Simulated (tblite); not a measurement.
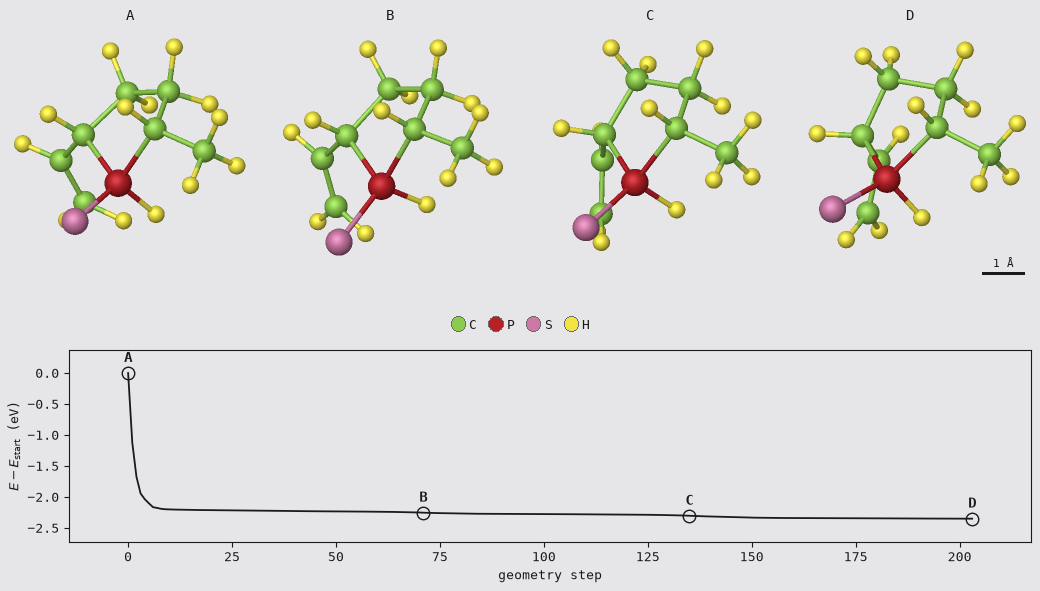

Frames of a relaxation of C7H13PS, marked on the history of the run. Style: ball-and-stick. Shown from a free direction.

Method: GFN2-xTB geometry optimisation, gas phase in tblite. 

**What happens along the run?**

Over 203 geometry steps the energy falls by 2.349 eV. An H atom moves most after the best rigid fit: 2.43 Å. Largest moves by element: H 2.43 Å, C 0.95 Å, S 0.76 Å, P 0.36 Å. Among the contacts that change: P–S 1.696 → 1.929 Å, C–C 1.462 → 1.528 Å, C–P 1.821 → 1.871 Å, C–C 1.451 → 1.498 Å. Among the angles between lasting bonds that change: C–P–H 109.9° → 101.8°, C–C–C 114.9° → 107.6°, C–C–C 113.4° → 106.5°. Groups turn about C–C by about 90°, C–C by about 65°, C–C by about 50°. From step 0 to 71: an H atom moves most (0.56 Å), energy −2.253 eV. From step 71 to 135: an H atom moves most (1.31 Å), energy −0.051 eV. From step 135 to 203: an H atom moves most (0.96 Å), energy −0.045 eV.

```csv
step,"E − E(0), eV"
0,0.0000
1,-1.1217
2,-1.6708
3,-1.9433
4,-2.0346
5,-2.1020
6,-2.1640
7,-2.1764
8,-2.1910
9,-2.1976
10,-2.2006
20,-2.2115
30,-2.2187
40,-2.2271
51,-2.2323
61,-2.2382
71,-2.2533
81,-2.2676
91,-2.2725
101,-2.2750
112,-2.2802
122,-2.2850
132,-2.2953
142,-2.3177
152,-2.3346
162,-2.3397
173,-2.3436
183,-2.3447
193,-2.3479
203,-2.3494
```
